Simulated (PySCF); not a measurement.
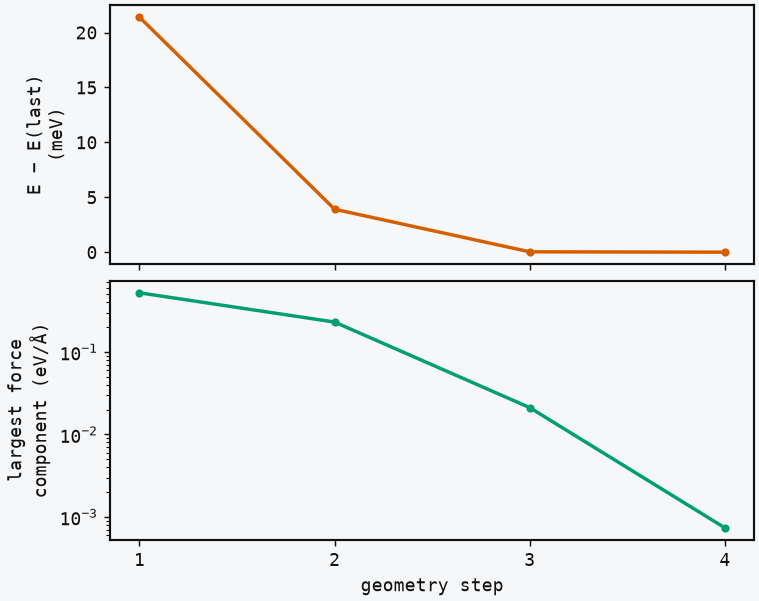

History of a geometry optimisation. The start has point group D∞h, which is kept. A held symmetry can leave a saddle point.

System: H$_{2}$In molecule (charge +1).
Method: RKS-based PBE0, In def2-TZVP with ECP28, H def2-TZVP; non-relativistic Hamiltonian with scalar-relativistic core potentials; density fitting in PySCF 2.14.0.

**How did it end, and what did it gain?**

The optimisation met its thresholds at geometry 4, counting the start as the first. The energy fell by about 21 meV from the first step to the last. The largest force component goes from about 0.52 eV/Å at the start to 7 × 10⁻⁴ eV/Å at the end.
